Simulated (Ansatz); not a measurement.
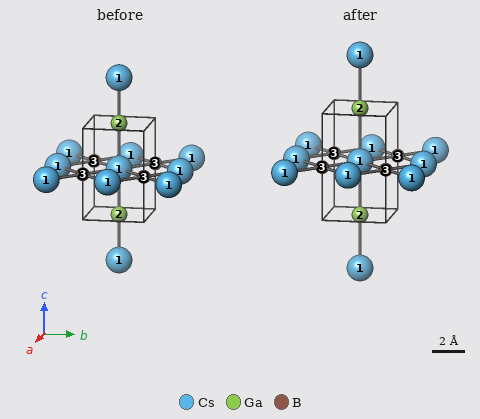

The structure of crystalline CsGaB (a generated structure, set up in P4/mmm) (coarse preliminary run) before (left) and after (right) a relaxation, at one scale.

The picture is a ball-and-stick view of the cell of the calculation, seen slightly off an axis.

Method: DFT PBE, scalar-relativistic, plane waves, PAW in Ansatz. Set-up: plane-wave cutoff 420 eV; k-point mesh 4 × 4 × 4; occupations gaussian; smearing width 0.1 eV; no spin polarisation; cell and atoms relaxed; force threshold 0.04 eV/Å; at most 70 steps.

**Summarise the run.**

The atoms keep their places relative to the cell (all moves are under 0.005 Å). The volume changes by +26.0 %, with a = b 3.974 → 4.128 Å (+3.9 %), c 5.968 → 6.970 Å (+16.8 %). Some distances before and after: Cs1–Ga2 2.984 → 3.485 Å, Cs1–B3 2.810 → 2.919 Å. The space group stays P4/mmm (No. 123). The energy falls by 0.272 eV per cell of the calculation in 4 accepted moves (6 points after the start). All forces vanish by symmetry, so only the cell relaxes. The pressure goes from 2.86 to 0.06 GPa. At 2 points the geometry stayed and the basis and grid were re-selected for the new cell (energy shift of 9.6 meV per cell of the calculation at most each time).

Limits of the set-up: the k-point mesh is coarse for a cell with partly filled bands.
